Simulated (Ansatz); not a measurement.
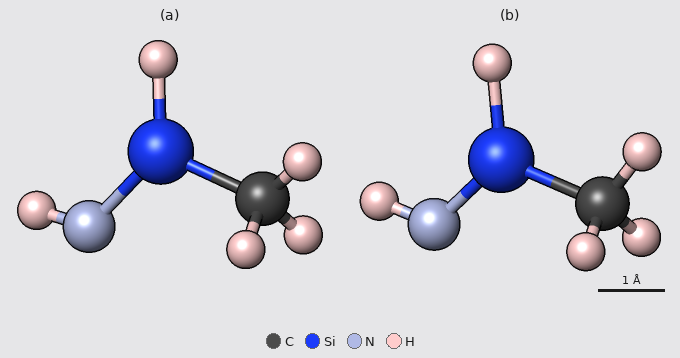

The structure of CH5NSi before (left) and after (right) a relaxation, at one scale.

Style: ball-and-stick. Shown from a free direction.

Method: RKS BHLYP-D4/def2-SVP in Ansatz 0.2.0.

The input:
```yaml
crystal:
  periodic: [false, false, false]
  atoms:
    - {symbol: C, position_ang: [-0.632722, 0.909294, -0.290053]}
    - {symbol: Si, position_ang: [0.717269, -0.204376, 0.109513]}
    - {symbol: N, position_ang: [0.200729, -1.748258, 0.775299]}
    - {symbol: H, position_ang: [-1.255282, 0.411678, -1.191302]}
    - {symbol: H, position_ang: [-0.421740, 1.754237, -0.898458]}
    - {symbol: H, position_ang: [-1.376485, 1.175971, 0.355661]}
    - {symbol: H, position_ang: [1.992018, 0.378561, 0.070992]}
    - {symbol: H, position_ang: [0.795103, -2.399696, 1.259812]}
basis:
  gaussian: {orbitals: def2-SVP}
hamiltonian: {xc: {name: BHLYP}, dispersion: d4}
relax: {f_tol: 0.01, max_steps: 5, max_displacement: 0.2}
```

Command:
```bash
ansatz run in.yaml --threads 2 --pin off --events-out ev --progress --plain --max-ram 3481MiB
```

**What changed between the two?**

The relaxation stopped without meeting its thresholds, so the last structure isn't shown to be converged. It used up its limit of 5 steps. The largest moves after the best rigid fit, 0.17 Å, are those of H5 and H8. By element the largest moves are H 0.17 Å, Si 0.16 Å, C 0.16 Å, N 0.09 Å. Some distances before and after: Si2–N3 1.759 → 1.591 Å, C1–H4 1.203 → 1.093 Å, Si2–H7 1.402 → 1.484 Å, C1–H6 1.020 → 1.094 Å. Among the angles between lasting bonds that change: H4–C1–H5 90.2° → 108.9°, Si2–C1–H6 124.7° → 109.6°, Si2–C1–H5 118.1° → 111.8°. After 4 geometry steps the energy has fallen by 1.296 eV. The largest force component goes from 6 to 0.28 eV/Å.
